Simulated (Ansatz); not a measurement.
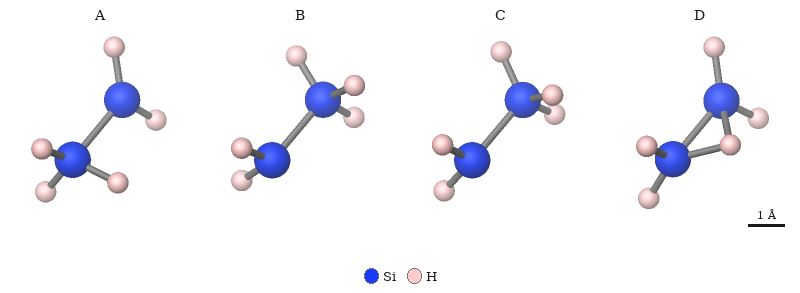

4 geometries from a converged minimum-energy path of Si$_{2}$H$_{5}$ (multiplicity 2), shuffled. A ball-and-stick model, seen from a free direction.

Theory: UKS LDA/def2-SVP in Ansatz. Set-up: 7 movable images; climbing image; force threshold 0.05 eV/Å; iteration limit 60; starting path through a guess of the saddle point.

**One of them is the converged climbing image. Which?**

D. In order along the path, whose images run from 0 to 8: B (image 0, 0.0 kJ/mol), C (image 1, +5.2 kJ/mol), D (image 4, +122.7 kJ/mol), A (image 6, +29.0 kJ/mol). A hydrogen atom shifts from one atom to another. Breaking: H–Si (1.51 → 3.15 Å). Forming: H–Si (3.15 → 1.51 Å).
